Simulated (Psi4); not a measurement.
# SnO (tin(ii) oxide): CCSD(T)/def2-SVP (core potential, ints tolerance 1e-12, sweep point 6)

What is the vertical electron affinity of SnO (tin(ii) oxide) at CCSD(T)/def2-SVP (core potential, ints tolerance 1e-12, sweep point 6)? 

Program for the calculation: Psi4 1.11.

4 further runs of the same task are left out: 4 set aside as unsound or not needed.

## 1. The structure to begin with

The species is SnO (2 atoms), meant as a singlet with charge 0. SMILES: `[O]=[Sn]`. The coordinates come from a PBE0-D4/def2-TZVP relaxation.

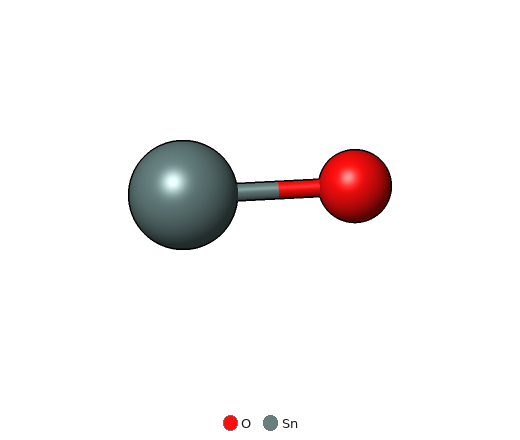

The structure, seen from a chosen angle (oxygen red, tin teal).

## 2. A single-point energy at CCSD(T)/def2-SVP (core potential, ints tolerance 1e-12, sweep point 6)

The input, calc.inp:

```
memory 1.6 GB

molecule mol {
  0 1
  O      0.000000     0.000000    -0.007080
  Sn     0.000000     0.000000     1.810660
  units angstrom
  symmetry c1
}

set basis def2-SVP
set puream true
set scf_type direct
set num_frozen_docc 5
set ints_tolerance 1e-12
set maxiter 60

E = energy("ccsd(t)")
```

Command:

```bash
$ psi4 -i calc.inp -o calc.out -n 1
```

calc.out, cut to the lines that bear on the results:

```text
[...]
    !!!  WARNING: ECP capability is in beta. Please check occupations closely.  !!!
[...]
  Running in c1 symmetry.
[...]
  Nuclear repulsion =   51.236804536358335
[...]
  Multiplicity = 1
[...]
  Nalpha       = 15
  Nbeta        = 15
[...]
    Number of basis functions: 40
[...]
   @DF-RHF iter   1:  -287.79757068015141   -1.95189e+00   1.91557e-02 ADIIS/DIIS
[...]
   @RHF iter  19:  -288.10356794215227   -7.38964e-13   3.13191e-09 DIIS
[...]
    Orbital Energies [Eh]
    ---------------------
    Doubly Occupied:
       1A    -20.491413     2A     -5.882466     3A     -4.073163
       4A     -4.073163     5A     -4.062642     6A     -1.356847
       7A     -1.342065     8A     -1.342065     9A     -1.331392
      10A     -1.331392    11A     -1.125707    12A     -0.551785
      13A     -0.398658    14A     -0.398658    15A     -0.379897
[...]
  @RHF Final Energy:  -288.10356794215227
   => Energetics <=
    Nuclear Repulsion Energy =             51.2368045363583349
    One-Electron Energy =                -582.3981262711638465
    Two-Electron Energy =                 243.0577537926532159
    Total Energy =                       -288.1035679421522673
[...]
 Multipole Moments:
 ------------------------------------------------------------------------------------
     Multipole            Electronic (a.u.)      Nuclear  (a.u.)        Total (a.u.)
 ------------------------------------------------------------------------------------
 L = 1.  Multiply by 2.5417464519 to convert [e a0] to [Debye]
 Dipole X            :         -0.0000000            0.0000000           -0.0000000
 Dipole Y            :         -0.0000000            0.0000000           -0.0000000
 Dipole Z            :         17.2937658          -15.3512859            1.9424799
 Magnitude           :                                                    1.9424799
[...]
      * MP2 total energy                      = -288.411613282952885
[...]
      * CCSD total energy                     = -288.404644399182644
[...]
      * CCSD(T) total energy                  = -288.422581071230013
[...]
```

Run time: 6 s. Hardware: 1 thread of Intel Xeon at 2.70GHz, shared host; peak memory 0.2 GiB.

## 3. The doublet anion

The input, osn.in:

```
memory 1.6 GB

molecule m {
  -1 2
  O      0.000000     0.000000    -0.007080
  Sn     0.000000     0.000000     1.810660
  symmetry c1
}

set basis def2-SVP
set reference uhf
set puream true
set scf_type direct
set num_frozen_docc 5
set ints_tolerance 1e-12
set maxiter 100

result, w = energy('ccsd(t)', return_wfn=True)
print_variables()
```

Command:

```bash
$ psi4 -n 1 osn.in osn.out
```

osn.out, cut to the lines that bear on the results:

```text
[...]
    !!!  WARNING: ECP capability is in beta. Please check occupations closely.  !!!
[...]
  Running in c1 symmetry.
[...]
  Nuclear repulsion =   51.236804536358335
[...]
  Multiplicity = 2
[...]
  Nalpha       = 16
  Nbeta        = 15
[...]
    Number of basis functions: 40
[...]
   @DF-UHF iter   1:  -287.77830644809308   -1.93262e+00   1.97786e-02 ADIIS/DIIS
[...]
   @UHF iter  32:  -288.09504943856780    5.88329e-11   9.86557e-09 DIIS
[...]
   @S^2 Observed:                7.637143630E-01
[...]
    Orbital Energies [Eh]
    ---------------------
    Alpha Occupied:
       1A    -20.245660     2A     -5.613817     3A     -3.805908
       4A     -3.802721     5A     -3.796102     6A     -1.096555
       7A     -1.071105     8A     -1.070873     9A     -1.067199
      10A     -1.061679    11A     -0.896743    12A     -0.328629
      13A     -0.228904    14A     -0.163682    15A     -0.155566
      16A     -0.005659
    Alpha Virtual:
      17A      0.234973    18A      0.334279    19A      0.476997
      20A      0.564927    21A      0.581916    22A      0.698085
      23A      0.706917    24A      0.709649    25A      0.793596
[...]
  @UHF Final Energy:  -288.09504943856780
   => Energetics <=
    Nuclear Repulsion Energy =             51.2368045363583349
    One-Electron Energy =                -590.0737165771756736
    Two-Electron Energy =                 250.7418626022494834
    Total Energy =                       -288.0950494385677985
  UHF NO Occupations:
  HONO-2 :   14  A 1.9981240
  HONO-1 :   15  A 1.9955775
[...]
 Multipole Moments:
 ------------------------------------------------------------------------------------
     Multipole            Electronic (a.u.)      Nuclear  (a.u.)        Total (a.u.)
 ------------------------------------------------------------------------------------
 L = 1.  Multiply by 2.5417464519 to convert [e a0] to [Debye]
 Dipole X            :          0.0000000            0.0000000            0.0000000
 Dipole Y            :          0.0000000            0.0000000            0.0000000
 Dipole Z            :         16.8726563          -15.3512859            1.5213704
 Magnitude           :                                                    1.5213704
[...]
      * MP2 total energy                      = -288.390388406387046
[...]
      * CCSD total energy                     = -288.391385572510217
[...]
      * CCSD(T) total energy                     = -288.405628601607816
[...]
```

It took 11 s on 1 thread of Intel Xeon at 2.70GHz, shared host; peak memory 0.2 GiB.

## 4. Results

Level: CCSD(T)/def2-SVP (core potential, ints tolerance 1e-12, sweep point 6), 5 core orbitals frozen.

| quantity | value |
| --- | --- |
| singlet SnO: total energy | -288.42258 Eh |
| singlet SnO: HOMO energy (Hartree–Fock orbitals) | -10.34 eV |
| singlet SnO: LUMO energy (Hartree–Fock orbitals) | 0.62 eV |
| singlet SnO: HOMO–LUMO gap (Hartree–Fock orbitals) | 10.95 eV |
| singlet SnO: correlation energy (5 core orbitals frozen) | -319.0 mEh |
| singlet SnO: (T) correction | -17.94 mEh |
| singlet SnO: T1 diagnostic | 0.034 |
| doublet anion: total energy | -288.40563 Eh |
| doublet anion: HOMO energy (Hartree–Fock orbitals) (highest over α and β) | -0.15 eV |
| doublet anion: LUMO energy (Hartree–Fock orbitals) (lowest over α and β) | 6.39 eV |
| doublet anion: correlation energy (5 core orbitals frozen) | -310.6 mEh |
| doublet anion: (T) correction | -14.24 mEh |
| doublet anion: ⟨S²⟩ of the reference determinant | 0.764 |
| doublet anion: T1 diagnostic | 0.042 |
| vertical electron affinity (to the doublet anion) | -0.461 eV |

In words: The anion lies 0.46 eV (44.5 kJ/mol) above the neutral: the electron isn't bound at this level, and such a value depends on the basis. Without diffuse functions anions come out too high. The T1 diagnostic (singlet SnO) of 0.034 is above the customary mark for such species, so a single reference may not serve. The triples (singlet SnO) make up 5.6 % of the correlation energy. The triples (doublet anion) make up 4.6 % of the correlation energy.
